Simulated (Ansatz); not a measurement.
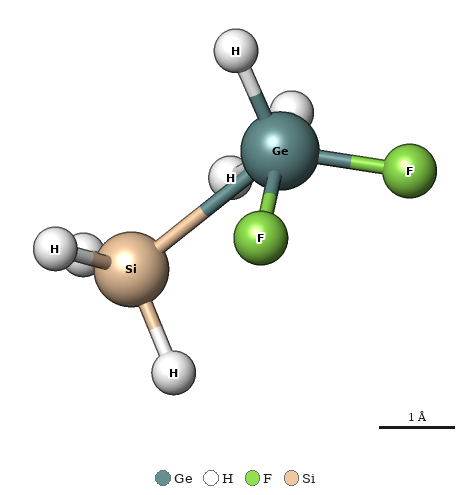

The structure (ball-and-stick view, seen at an oblique angle). Sticks mark near contacts.

Run report: GeSiH6F2, frequency calculation

The run: frequency calculation of GeSiH6F2. Method and program: RKS PBE/def2-SVP (Ansatz 0.2.0).

It belongs to a series of runs on one base structure; here: vibrations at the highest image of the band.

### Input file
```yaml
crystal:
  periodic: [false, false, false]
  atoms:
    - { symbol: Ge, position_ang: [-0.14928, -0.151365, 0.012291] }
    - { symbol: H, position_ang: [0.349778, -0.641964, 1.651685] }
    - { symbol: F, position_ang: [1.235251, 0.925379, 0.035355] }
    - { symbol: F, position_ang: [-1.029651, 0.832079, -1.207325] }
    - { symbol: H, position_ang: [-0.044376, -1.572718, -0.552038] }
    - { symbol: Si, position_ang: [-2.595432, 0.194222, 1.047192] }
    - { symbol: H, position_ang: [-3.421486, -0.465366, -0.016249] }
    - { symbol: H, position_ang: [-2.96955, -0.385963, 2.391035] }
    - { symbol: H, position_ang: [-2.778032, 1.681269, 1.07623] }
    - { symbol: H, position_ang: [-0.799125, -0.270374, 1.548224] }
basis:
  gaussian: { orbitals: def2-SVP }
hamiltonian:
  xc: pbe
phonons: {}
```

Command:
```bash
ansatz run input.yaml --threads 4 --pin off --max-ram 5120MiB --backend cpu --events-out ev --progress --plain --runs-dir out
```

### Log
```
Engine: ansatz 0.2.0, aarch64-unknown-linux-gnu
Functional definition: PBE
  parameter kappa = 0.804
  parameter beta = 0.06672455060314922
  exchange = pbe_x(kappa = kappa, mu = beta*pi^2/3)
  correlation = pbe_c(beta = beta)
1191 factors; their error is unknown
mean field evaluation 1: about -69889.7137 eV, gradient 5.1e1 eV
mean field evaluation 2: about -69867.9093 eV, gradient 1.3e2 eV
mean field evaluation 4: about -69893.5809 eV, gradient 8.9e0 eV
mean field evaluation 8: about -69893.6331 eV, gradient 1.6e-1 eV
mean field evaluation 16: about -69893.6331 eV, gradient 1.9e-5 eV
mean field -69893.63314050 eV, -2568.5436423073 hartree, gradient 1.9e-5 eV, S^2 0.000000; 0 other end points of the search recorded, 0 dependent functions left out
the calculation of the forces begins
reference -69893.63317710 eV, -2568.5436436525 hartree; 35, 35 occupied and 73, 73 virtual orbitals, 1191 factors
these checks for a lower state are left out or cut short: stability, starts, cluster_reference, orbital_swaps, neighbouring_geometries, increment
1191 factors; their error is unknown
mean field -69893.63308006 eV, -2568.5436400863 hartree, gradient 9.3e-7 eV, S^2 0.000000; 0 other end points of the search recorded, 0 dependent functions left out
[... from here on the field's lines of each further geometry are left out, up to the last ...]
the calculation of the forces begins
reference -69893.63316077 eV, -2568.5436430522 hartree; 35, 35 occupied and 73, 73 virtual orbitals, 1191 factors
these checks for a lower state are left out or cut short: stability, starts, cluster_reference, orbital_swaps, neighbouring_geometries, increment
1191 factors; their error is unknown
mean field -69893.63309892 eV, -2568.5436407793 hartree, gradient 2.0e-6 eV, S^2 0.000000; 0 other end points of the search recorded, 0 dependent functions left out
the calculation of the forces begins
reference -69893.63313553 eV, -2568.5436421245 hartree; 35, 35 occupied and 73, 73 virtual orbitals, 1191 factors
WARN: phonons: modes at or below zero, which the zero-point energy, F, S and C_V leave out: 1, the lowest at -1390.23 cm⁻¹. A minimum has none, and a first-order saddle one
Total energy: -69893.63317710 eV, -2568.5436436525 hartree
Atom 0 at    -0.149280    -0.151365     0.012291 Å, force     0.004328     0.010962    -0.005275 eV/Å
Atom 1 at     0.349778    -0.641964     1.651685 Å, force    -0.002880    -0.007119    -0.009574 eV/Å
Atom 2 at     1.235251     0.925379     0.035355 Å, force     0.004454     0.008415     0.002993 eV/Å
Atom 3 at    -1.029651     0.832079    -1.207325 Å, force     0.004863    -0.011489     0.014623 eV/Å
Atom 4 at    -0.044376    -1.572718    -0.552038 Å, force    -0.004093    -0.005743    -0.009365 eV/Å
Atom 5 at    -2.595432     0.194222     1.047192 Å, force     0.007516     0.005613     0.003092 eV/Å
Atom 6 at    -3.421486    -0.465366    -0.016249 Å, force    -0.004188    -0.009226    -0.002822 eV/Å
Atom 7 at    -2.969550    -0.385963     2.391035 Å, force    -0.005717     0.001997     0.006210 eV/Å
Atom 8 at    -2.778032     1.681269     1.076230 Å, force     0.000404     0.000402    -0.004901 eV/Å
Atom 9 at    -0.799125    -0.270374     1.548224 Å, force    -0.004687     0.006188     0.005020 eV/Å
Dipole moment:    -0.263485    -0.425218     0.274263 e Å
Vibrations: -1390.23 61.54 150.87 166.33 255.55 289.71 391.84 440.44 490.05 595.93 616.05 677.34 758.77 786.14 879.49 903.89 915.30 1012.62 1483.60 1767.62 2132.18 2164.77 2185.52 2209.57 cm⁻¹, zero-point energy 1.322610 eV
```

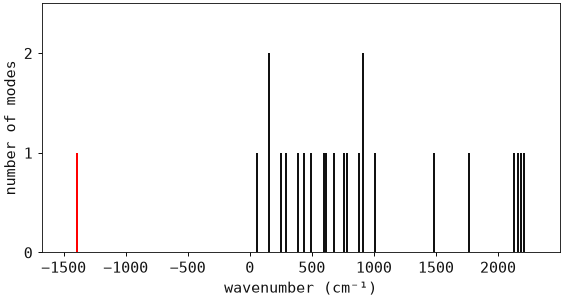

Harmonic vibrational wavenumbers from the force constants; neighbouring modes closer than 16 cm⁻¹ are counted in one stick, and imaginary ones are drawn at negative wavenumbers. 24 modes from 1390i to 2210 cm⁻¹, 1 imaginary beyond 8i (1390i cm⁻¹): a first-order saddle point, if the geometry is stationary.

### Summary

| quantity | value |
| --- | --- |
| outcome | converged |
| total energy | −69893.6332 eV |
| mean-field energy | −69893.6332 eV |
| largest force (length of the vector) | 0.019 eV/Å |
| hardware | 4 threads of Arm Neoverse V1, 24 GiB of memory available, shared host |
| wall time | 40 s (CPU time 2.5 min) |
| peak memory | 0.15 GiB |
